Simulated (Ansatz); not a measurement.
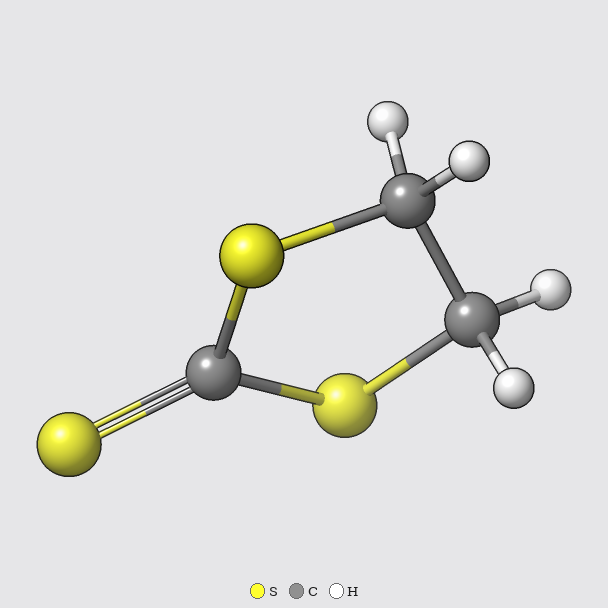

A ball-and-stick model of a molecule. Multiple sticks mark multiple bonds (one Kekulé form).

Give the formula.

C₃H₄S₃, 10 atoms: 3 carbon, 4 hydrogen and 3 sulfur.

What is its SMILES?

S=C1SCCS1

More results for the same structure follow; atom numbers are the same in all pictures, views and colours differ. Computed geometry: PBE0-D4/def2-TZVP optimisation.

Symmetry

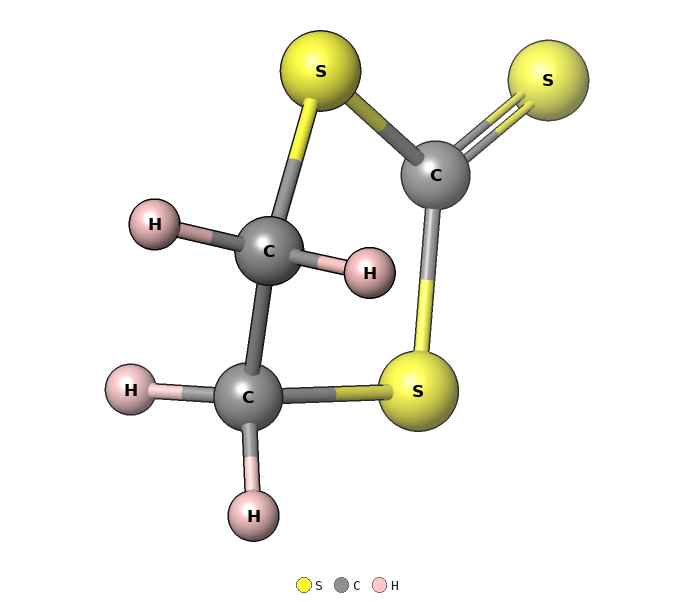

Atoms fade into the background with distance from the viewer.

List the symmetry elements and name the point group.

It has 1 C2 axis, so the point group is C2. The group has 2 operations. The geometry is chiral, and symmetry allows a dipole moment.

Charges

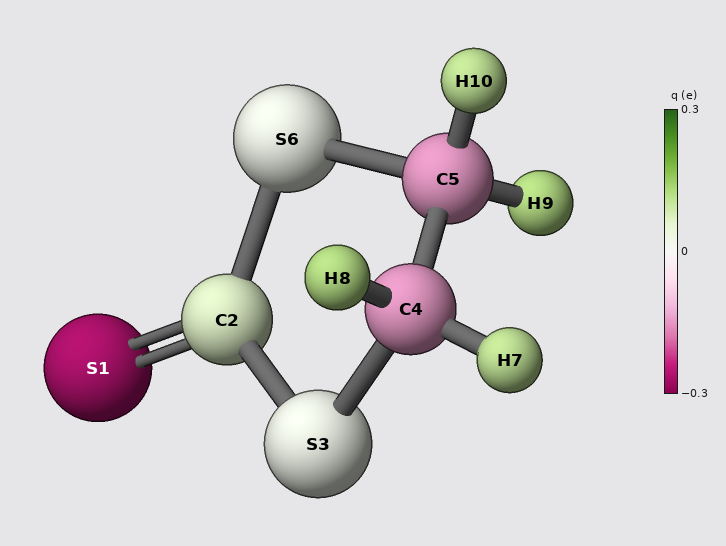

Atoms are coloured by their Mulliken charges. Method: RKS PBE-D4/def2-TZVPP (Ansatz 0.2.0).

Which atom carries the highest charge (most positive or least negative)?

H8, H9 (0.12 e).

And the lowest?

S1 (−0.26 e).

Give the Mulliken charges atom by atom.

| atom | value (e) |
| --- | --- |
| S1 | −0.26 |
| C2 | 0.07 |
| S3 | 0.02 |
| C4 | −0.14 |
| C5 | −0.14 |
| S6 | 0.02 |
| H7 | 0.11 |
| H8 | 0.12 |
| H9 | 0.12 |
| H10 | 0.11 |

Thermal motion

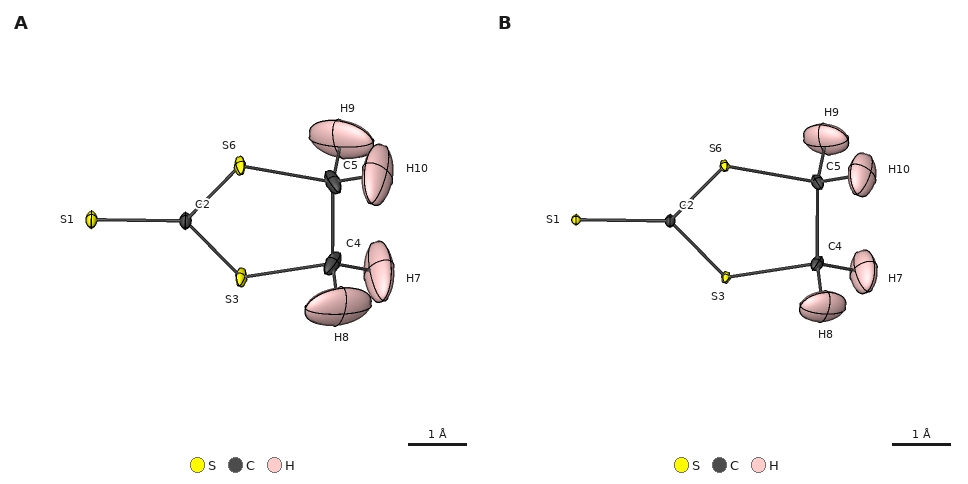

Displacement ellipsoids at the 50 % level, scaled by 1.5, from the internal vibrations of the free molecule (harmonic, no overall translation or rotation; no half-axis is drawn under 0.075 Å). Vibrations computed with RKS PBE0-D4/def2-TZVP (Ansatz 0.2.0). One panel is for 200 K, the other for 600 K.

Which panel is for 600 K?

A.

How much does the mean-square displacement of S1 grow, and why?

U_eq goes from 0.0014 to 0.0036 Å², a factor of 2.5. Modes below kT (417 cm⁻¹ at 600 K) grow about in proportion to T, and the lowest lies at 113 cm⁻¹; the mean-square amplitude of a mode is its zero-point value times coth(ħω/2kT), which comes close to 1 only above about 3kT.

Vibrations

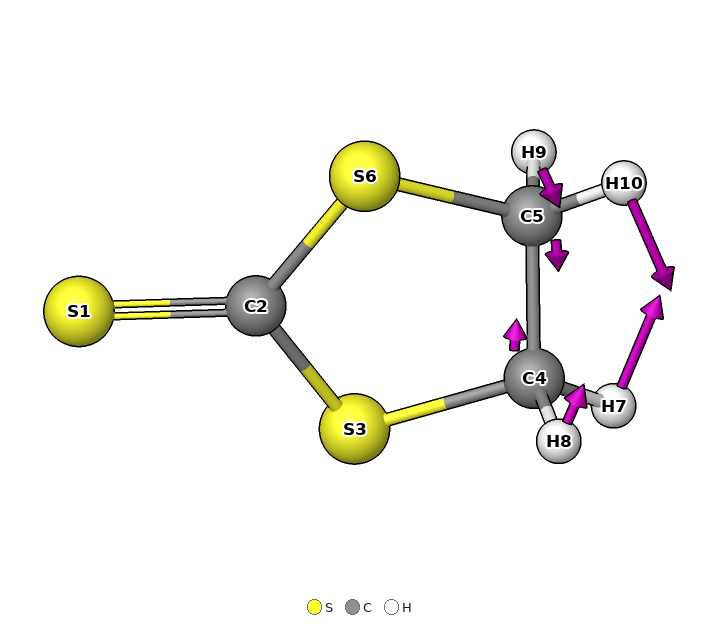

The arrows show one normal mode. Harmonic vibrations computed with RKS PBE0-D4/def2-TZVP (Ansatz 0.2.0) at a stationary point of the same level.

At what wavenumber does it lie?

1012 cm⁻¹; it is mode 13 of 24 counted from the lowest.

Mulliken values depend strongly on the basis set and can even reverse the polarity of a bond.
